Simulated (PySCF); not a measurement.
**C6H8O3 (charge +1, doublet): density, localisation and related maps**

```xyz
17

O    -0.8910    2.5631    1.1345
C    -0.6104    1.4515    0.8298
C    -1.6136    0.5472    0.0867
C    -0.8980   -0.4423   -0.7941
C     0.0913   -1.2495    0.0120
C     1.1060   -0.2784    0.6486
C     2.0625    0.1586   -0.5042
O     1.6638    0.6633   -1.4950
O     0.5611    0.9044    1.1566
H    -2.2939    1.1959   -0.4668
H    -2.1804    0.0570    0.8854
H    -1.6305   -1.0904   -1.2909
H    -0.3788    0.0711   -1.6219
H     0.6188   -1.9825   -0.5990
H    -0.4047   -1.7831    0.8288
H     1.6624   -0.7419    1.4703
H     3.1283   -0.0319   -0.2908
```

Geometry: GFN2-xTB.

Computed with PySCF, UKS B3LYP, pcH-1 on C H O, non-relativistic, mean-field spin-orbit, GIAO.

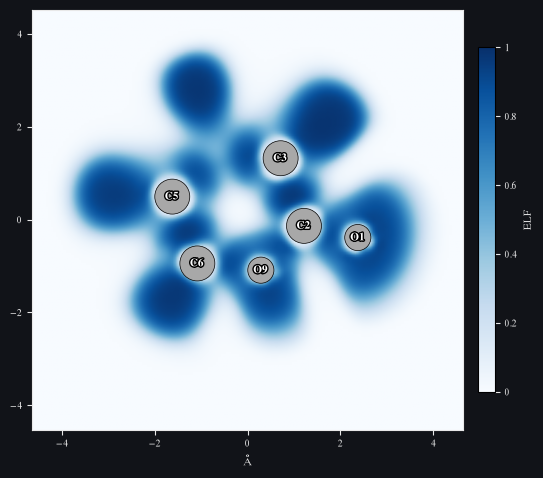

Figure 1. ELF on the plane of atoms O1, C2 and C3. Grey discs cover the atomic cores.

What do the fields say about this system?

Answer.
- The plane passes through O and C nuclei.
- C–O (1.19 Å): the ELF peaks at about 0.85 between the atoms (a short, multiple covalent bond).
- C–O (1.33 Å): the ELF peaks at about 0.85 between the atoms, as expected for a shared but strongly polarised pair.
- C–C (1.54 Å): the ELF peaks at about 0.95 between the atoms; a shared electron pair.
- The ELF also peaks beside O9 and O1, away from the bonds: non-bonding electrons, paired or unpaired.

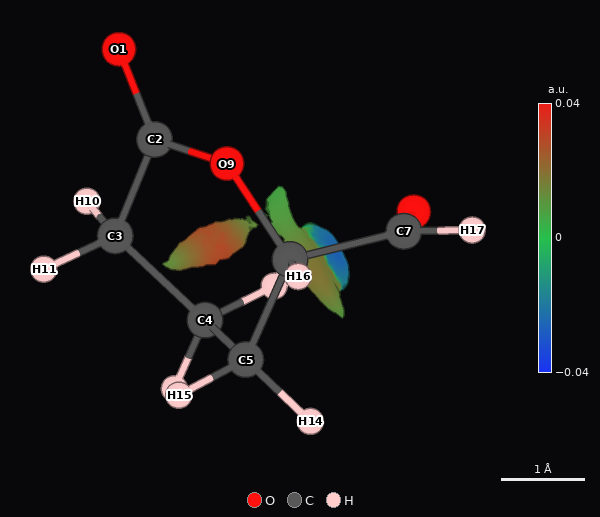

Figure 2. Non-covalent interaction (NCI) plot: the surface where the reduced density gradient is 0.6, for densities under 0.05 a.u., coloured by sign(λ₂)ρ; seen at a tilt.

What holds or crowds the atoms apart from the covalent bonds?

Answer. H13···O8 (2.1 Å): a weak contact, attractive (blue-green) on one side and crowded (olive to red) on the other; inside the ring or cage of C2, C3, C4, C5, C6 and O9: steric crowding (red).
